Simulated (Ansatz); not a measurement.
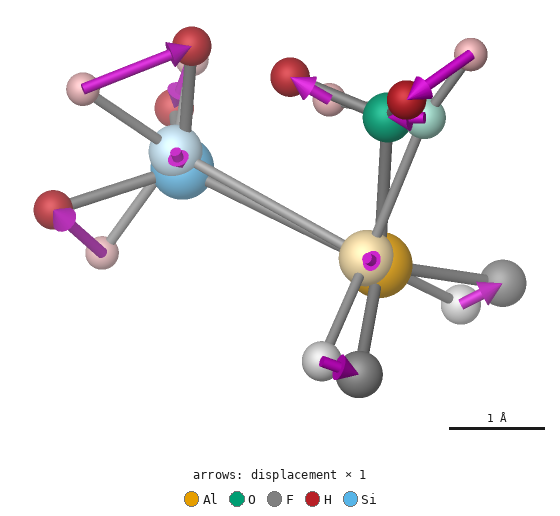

A constrained relaxation of AlSiH5OF2. The starting structure is drawn faded, the final one solid; purple arrows show the displacements, at their true length. The two geometries are superimposed by the best rigid fit.

Style: ball-and-stick. Shown at a tilt.

The reaction that was planned forms Al1–Si6, O2–H5 and breaks Al1–O2, H5–Si6 (atoms numbered from 1 in input order).

Theory: RKS PBE0-D4/def2-SVP in Ansatz.

Input
```yaml
crystal:
  periodic: [false, false, false]
  atoms:
    - {symbol: Al, position_ang: [0.530500, -1.052200, -0.290500]}
    - {symbol: O, position_ang: [0.688300, 0.024000, -1.700600]}
    - {symbol: F, position_ang: [-0.478300, -2.323400, -0.626600]}
    - {symbol: F, position_ang: [2.008200, -1.344600, 0.401200]}
    - {symbol: H, position_ang: [0.112600, 0.551900, -0.813500]}
    - {symbol: Si, position_ang: [-0.705900, 0.660700, 1.083100]}
    - {symbol: H, position_ang: [0.888100, 0.434700, -2.548700]}
    - {symbol: H, position_ang: [-0.882200, 0.044000, 2.403900]}
    - {symbol: H, position_ang: [-0.083100, 1.963700, 1.399100]}
    - {symbol: H, position_ang: [-2.078100, 1.041000, 0.692600]}
basis:
  gaussian: {orbitals: def2-SVP}
hamiltonian: {xc: pbe0, dispersion: d4}
relax: {f_tol: 0.04, max_steps: 150, escape_saddle: false, constraints: [{distance: [0, 5]}, {distance: [1, 4]}, {distance: [0, 1]}, {distance: [4, 5]}]}
```

Launched with:
```bash
ansatz run in.yaml --threads 4 --pin off --events-out ev --progress --plain --max-ram 9574MiB
```

Q: Atoms of which element are displaced furthest, and by how much?

A: Hydrogen: up to 1.25 Å, against 0.50 Å for fluorine.

Q: Describe the change and its energy.

A: H9 moves most after the best rigid fit: 1.25 Å. Largest moves by element: H 1.25 Å, F 0.50 Å, O 0.41 Å, Si 0.27 Å, Al 0.25 Å. Among the contacts that change: Si6–H9 1.478 → 1.581 Å, Si6–H8 1.468 → 1.495 Å, Si6–H10 1.476 → 1.495 Å, Al1–F3 1.657 → 1.666 Å. Among the angles between lasting bonds that change: Al1–O2–H7 166.7° → 129.3°, Al1–O2–H5 68.4° → 97.1°, Al1–Si6–H9 120.6° → 93.6°. The energy falls by 13.4 kcal/mol in 23 accepted moves (24 points after the start). Largest force component: 1.2 eV/Å at the start, 0.035 eV/Å at the end. The line search rejected the trial step at point 5 of the run.
